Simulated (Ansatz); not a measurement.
**Mg2Si, pressure series**

Base system: Mg2Si (space group Fm-3m, No. 225).

```cif
data_Mg8Si4
_chemical_formula_sum 'Si4 Mg8'
_space_group_name_H-M_alt 'Fm-3m'
_space_group_IT_number 225
_space_group_name_Hall '-F 4 2 3'
_cell_length_a 6.36442
_cell_length_b 6.36442
_cell_length_c 6.36442
_cell_angle_alpha 90.000
_cell_angle_beta 90.000
_cell_angle_gamma 90.000
loop_
_atom_site_label
_atom_site_type_symbol
_atom_site_symmetry_multiplicity
_atom_site_Wyckoff_symbol
_atom_site_fract_x
_atom_site_fract_y
_atom_site_fract_z
_atom_site_occupancy
Si1 Si 4 a 0.00000 0.00000 0.00000 1
Mg1 Mg 8 c 0.25000 0.25000 0.25000 1
```
(The calculation used a cell of 3 atoms; values per cell refer to that cell.)

Cell and atoms are relaxed at each pressure.

Method: Kohn–Sham DFT with the PBE functional, run in Ansatz (an electronic-structure program) with PAW and 420 eV plane waves, spin-orbit coupling left out, earlier PAW set.

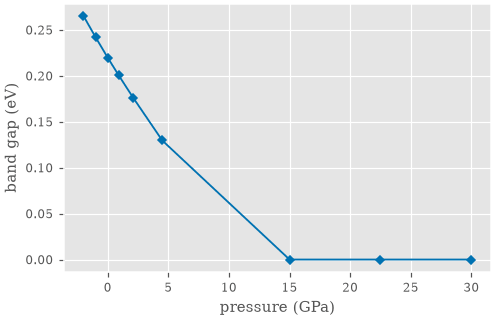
Figure. Band gap against pressure

```tsv
pressure (GPa)	band gap
-2	0.27 eV
-1	0.24 eV
0.9	0.20 eV
2.1	0.18 eV
4.5	0.13 eV
15	zero
22.5	zero
30	zero
```

A case with no gap was solved on a k-mesh chosen for an insulator, which is coarse for it. Load acts through the strain it causes; cell and atoms are relaxed under it. Whether these cells are dynamically stable was not tested. No other phases were tried under pressure. All final runs are without spin polarisation. A zero or small gap of Mg2Si can be the functional's error rather than a property of the material.
